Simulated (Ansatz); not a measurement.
**CH₈AlN: density, localisation and related maps**

| atom | x (Å) | y (Å) | z (Å) |
| --- | --- | --- | --- |
| C | -1.5813 | 1.9974 | 1.8732 |
| Al | 0.7078 | 0.0440 | 1.6969 |
| N | -0.1087 | 1.9340 | 1.9980 |
| H | -1.9825 | 3.0181 | 2.0391 |
| H | -1.8676 | 1.6504 | 0.8623 |
| H | -2.0306 | 1.3026 | 2.6079 |
| H | 0.1880 | 2.2590 | 2.9304 |
| H | 0.3376 | 2.5787 | 1.3285 |
| H | 2.2695 | 0.4063 | 1.9135 |
| H | 0.2017 | -0.2185 | 0.1829 |
| H | -0.0479 | -0.7566 | 2.8825 |

Geometry: PBE-D3(BJ)/def2-SVP.

Theory: isolated molecule in a Gaussian basis; Kohn-Sham density functional theory, functional PBE0 (Ansatz).

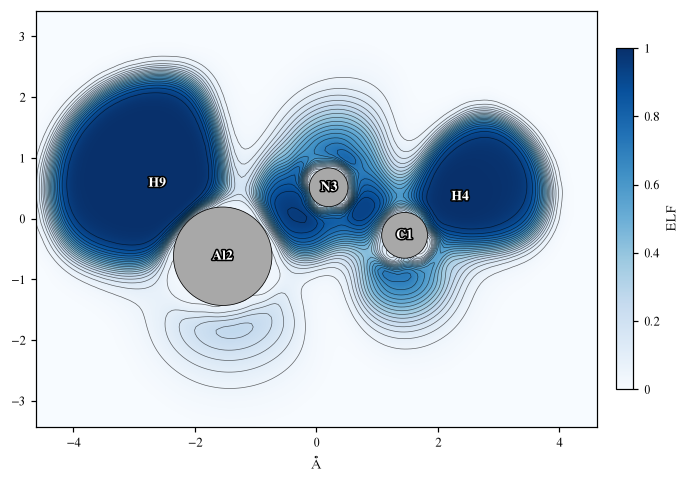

Figure 1. ELF on the plane of atoms N3, Al2 and H9. Grey discs cover the atomic cores.

Read the bonding off the picture.

The section cuts through C, Al, N and H sites. C–N (1.48 Å): the ELF peaks at about 0.95 between the atoms: a shared electron pair. Al–N (2.08 Å): the ELF peaks at about 0.95 in the valence shell of N, 0.7 Å from its nucleus, and is about 0.75 at the midpoint. C–H (1.11 Å): the ELF climbs to about 1 towards the hydrogen, as it does in any bond to H: a covalent bond by its length. Al–H (1.62 Å): the ELF climbs to about 1 towards the hydrogen.

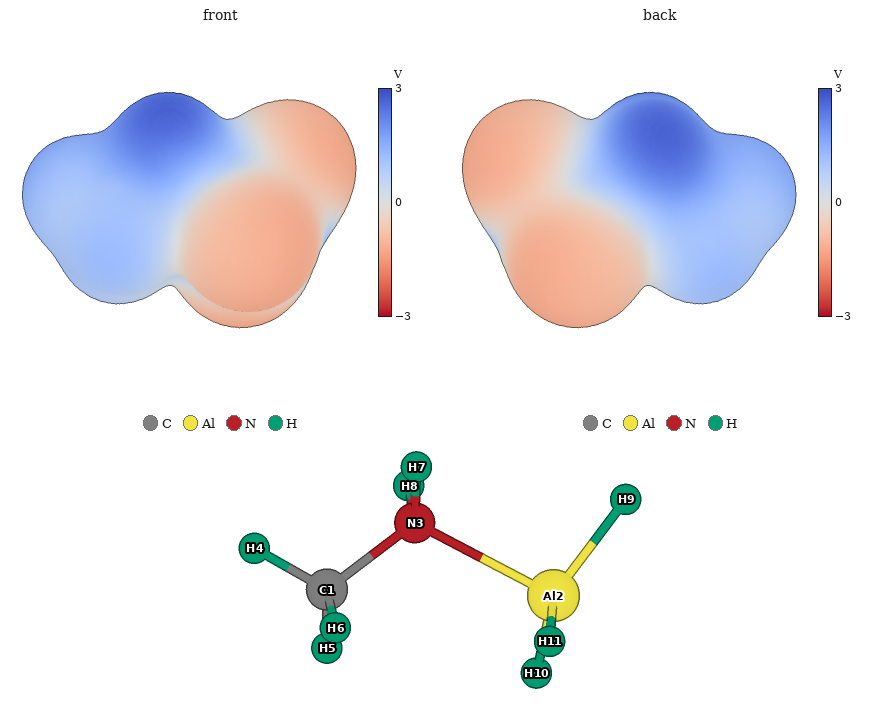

Figure 2. The electrostatic potential painted on the density surface at 0.002 e/bohr³, seen from the front and from behind; the colour scale runs from red (negative) to blue (positive). The bare structure is drawn below in the same view.

Which sites attract a positive test charge, and which a negative one?

A positive charge is drawn to the negative regions and a negative charge to the positive ones. The most negative region (about −1.2 V) lies over H9, H10 and H11, the most positive (about +2.7 V) over H7 and H8.
